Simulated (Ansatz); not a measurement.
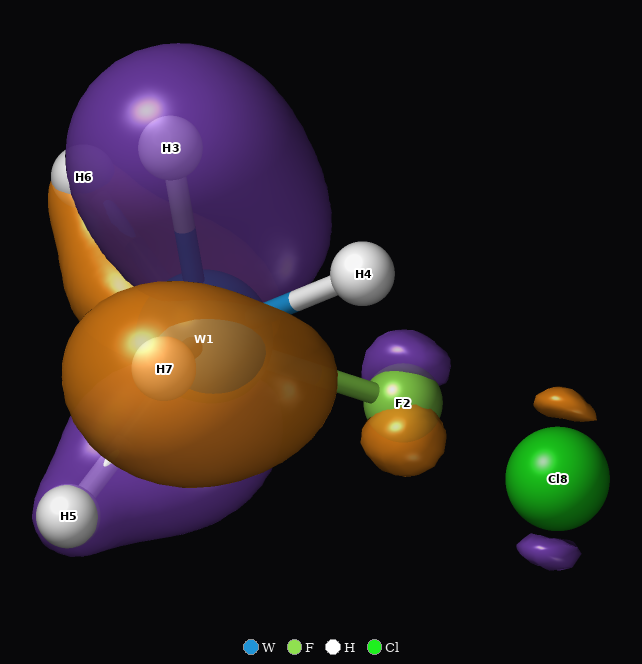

Figure 1: FH5W···Cl (doublet). The HOMO−1 (α) at ±0.15 Å⁻³ᐟ² (orange and purple are the two phases), seen at an oblique angle.

Core potentials replace the inner electrons of W.

Level of theory: UKS B3LYP-D4/def2-SVP in Ansatz 0.2.0.

```yaml
atoms:
  - { symbol: W, position_ang: [-0.1339, -0.1534, 0.2052] }
  - { symbol: F, position_ang: [-0.0380, 0.4208, 1.9774] }
  - { symbol: H, position_ang: [1.0989, -0.2372, -0.9287] }
  - { symbol: H, position_ang: [0.7796, 1.2119, -0.0623] }
  - { symbol: H, position_ang: [-1.7304, -0.2332, -0.3936] }
  - { symbol: H, position_ang: [0.6200, -1.6720, 0.0516] }
  - { symbol: H, position_ang: [-0.4197, 0.7152, -1.2055] }
  - { symbol: Cl, position_ang: [-0.1765, -0.0522, 4.6359] }
```

Q: What is the character of this orbital?

A: By Hirshfeld shares it lies mainly on W1 (about 50 %), H3 (about 15 %) and H7 (about 15 %). Its energy is −8.85 eV.
